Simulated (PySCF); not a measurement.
## Electronic structure of C$_{4}$H$_{6}$FOSi$_{2}$ (SMILES Fc1ccoc1[SiH2][SiH2]) (doublet) in real space

```xyz
14

F    -1.5383   -2.2042   -0.6107
C    -1.4237   -0.9964   -0.0407
C    -2.4967   -0.1758    0.3736
C    -1.8945    0.9358    0.8789
O    -0.5597    0.8381    0.7986
C    -0.2492   -0.3533    0.2301
Si    1.5599   -0.7992   -0.0208
Si    2.6309    1.0866    0.6563
H    -3.5426   -0.3888    0.3026
H    -2.2982    1.8305    1.3095
H     1.8720   -1.9221    0.8799
H     1.6161   -1.3677   -1.3821
H     2.2266    2.4146    0.1905
H     4.0967    1.1014    0.6921
```

Geometry: GFN2-xTB.

Method: PySCF, UKS B3LYP, pcH-1 on C F H O Si, non-relativistic, mean-field spin-orbit, GIAO.

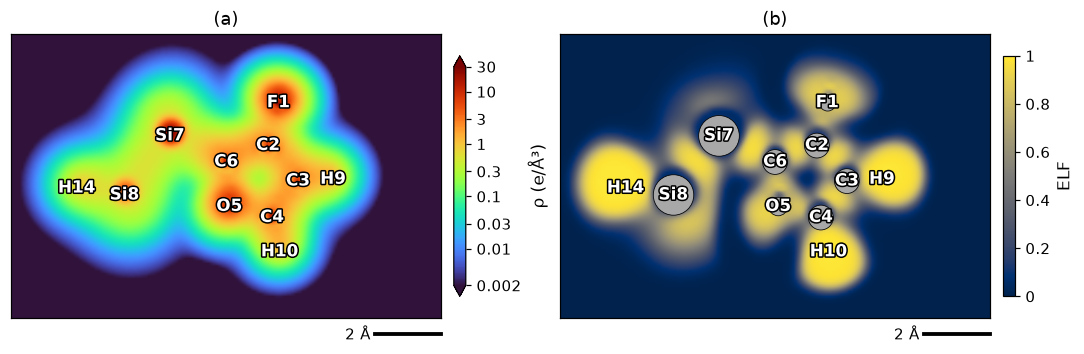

Figure 1. (a) electron density; (b) electron localisation function on the plane of atoms C3, C4 and O5. Grey discs cover the atomic cores in the ELF map.

**What does the map show?**

The section cuts through F, C, O, Si and H sites.
C–F (1.34 Å): the density is about 1.4 e/Å³ at the midpoint; the ELF peaks at about 0.75 between the atoms (a shared but strongly polarised pair).
C–O (1.34 Å): ρ is about 1.6 e/Å³ halfway; the ELF peaks at about 0.80 between the atoms: a shared but strongly polarised pair.
C–C (1.36 Å): ρ at the midpoint is about 1.8 e/Å³; the ELF peaks at about 0.95 between the atoms (localised, covalent bonding).
C–Si (1.88 Å): ρ is about 0.8 e/Å³ halfway; the ELF peaks at about 0.95 between the atoms; a shared electron pair.
Si–Si (2.27 Å): the density is about 0.59 e/Å³ at the midpoint; the ELF peaks at about 0.95 between the atoms, as expected for a covalent bond.
The ELF also peaks beside F1, away from the bonds: non-bonding electrons, paired or unpaired.

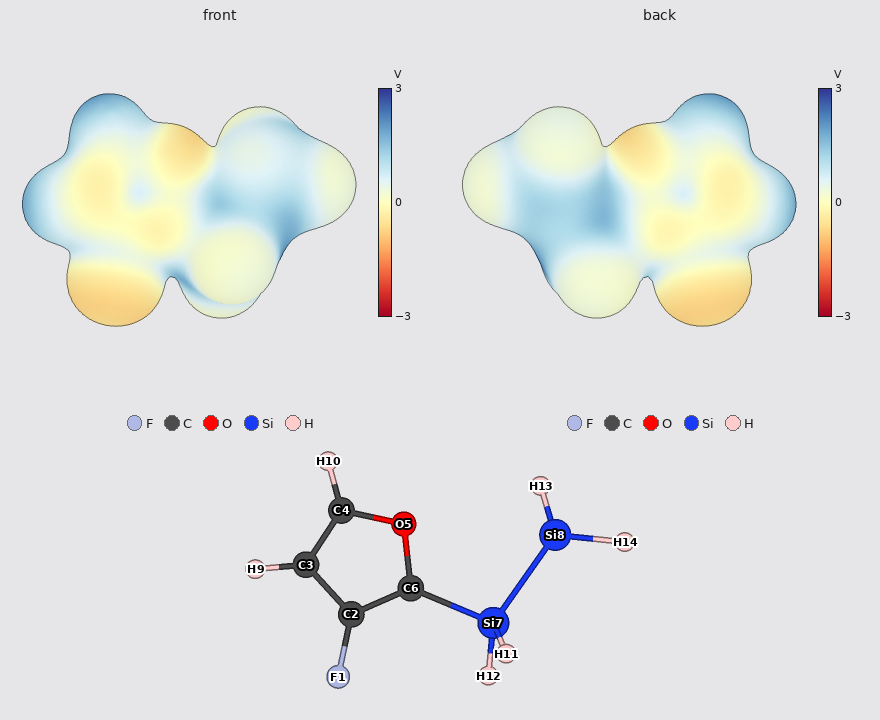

Figure 2. The electrostatic potential painted on the density surface at 0.004 e/bohr³, seen from the front and from behind; the colour scale runs from red (negative) to blue (positive). The bare structure is drawn below in the same view.

**Describe the electrostatic potential map.**

The most negative region (about −0.7 V) lies over F1, the most positive (about +2.0 V) over Si7.
